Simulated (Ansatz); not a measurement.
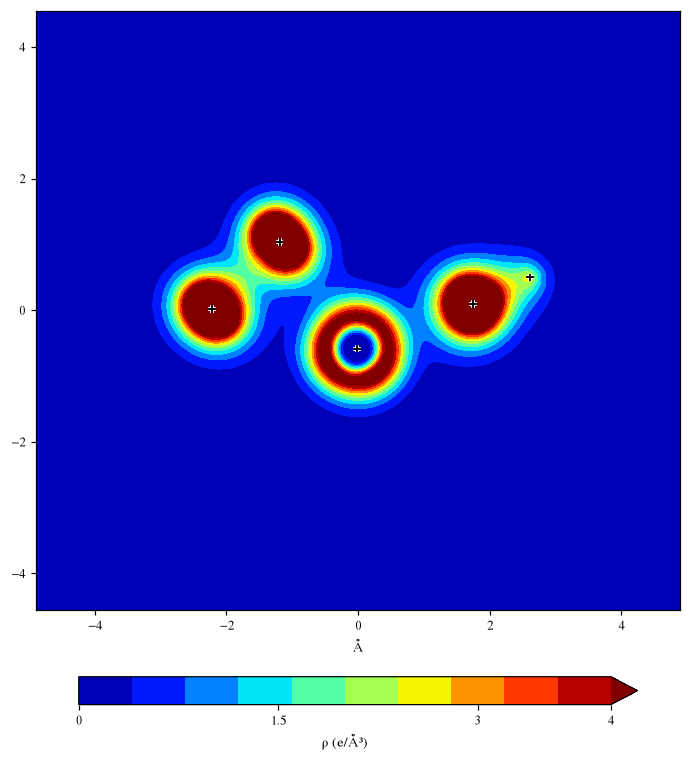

The electron density on a plane through atoms (crosses mark nuclei in the plane).

Theory: isolated molecule in a Gaussian basis; Kohn-Sham density functional theory, functional PBE0 (Ansatz).

Candidates:
A. C$_{3}$H$_{7}$BO
B. H$_{3}$IO$_{3}$Zr
C. FH$_{5}$Si$_{3}$

> Which candidate gave the map?

Candidate B: H$_{3}$IO$_{3}$Zr on the plane of atoms O2, Zr5 and O3, which holds O, Zr and H. O–O (1.45 Å): ρ at the midpoint is about 1.9 e/Å³. Zr–O (1.89 Å): the density is about 0.98 e/Å³ at the midpoint.
